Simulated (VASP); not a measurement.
Band structure of BN (space group Fmm2). All values below come from modified Becke-Johnson potential (mBJ), VASP's PBE PAW potentials (set 64) (plane waves; VASP 6.6.1).

mBJ is a potential without an energy functional, so only the levels count. The path is coarsely sampled, so an indirect gap can come out somewhat too large. Without a dispersion term in the relaxation, distances and binding between the weakly bound layers, chains or molecules are unreliable, and so is what depends on them.

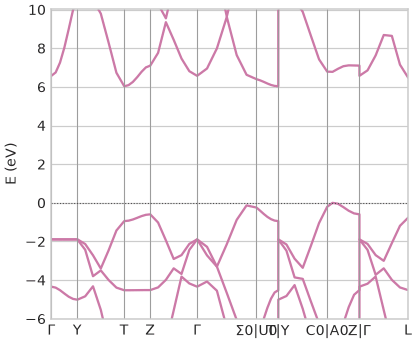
Figure. Bands along high-symmetry lines, zero at the valence-band maximum or, without a gap, the Fermi level

**Question.** Read the plot: is there a gap, and where are the band edges?

**Answer.** The gap is indirect, 6.03 eV, from the valence maximum at A0-Z at 0.17 to the conduction minimum at T.

The structure comes from a computed database's BN entry (Fmm2); how it stands against other phases isn't given here. It was relaxed first, which changed the volume by +13 %. The cell's shape comes from a PBE relaxation.
